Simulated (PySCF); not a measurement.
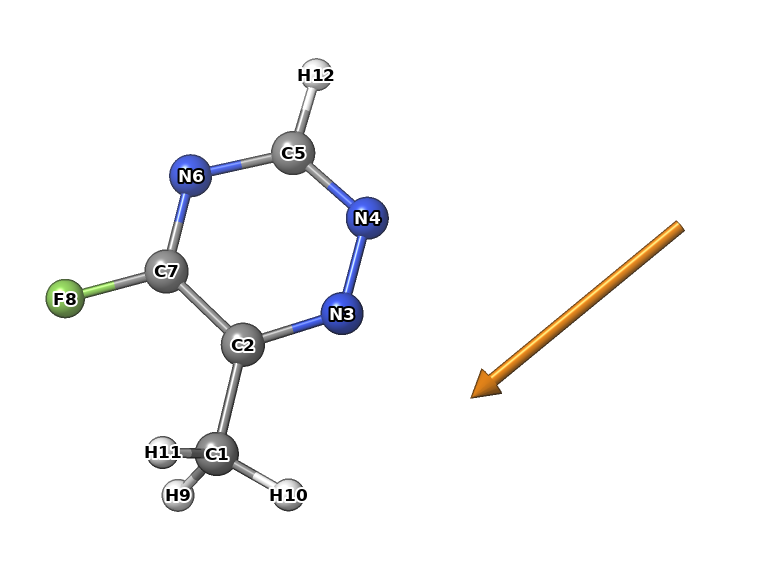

The arrow beside the molecule shows the direction of the dipole moment, from the negative to the positive end (its length means nothing). Computed geometry: GFN2-xTB optimisation. No frequency run is at hand to confirm it as a minimum. Method: PBE0/pcSseg-1, gas phase (PySCF 2.14.0).

> How large is the dipole moment?

1.67 D; it points from the side of H12 to the side of H9, H11 (the outermost atoms at the two ends).
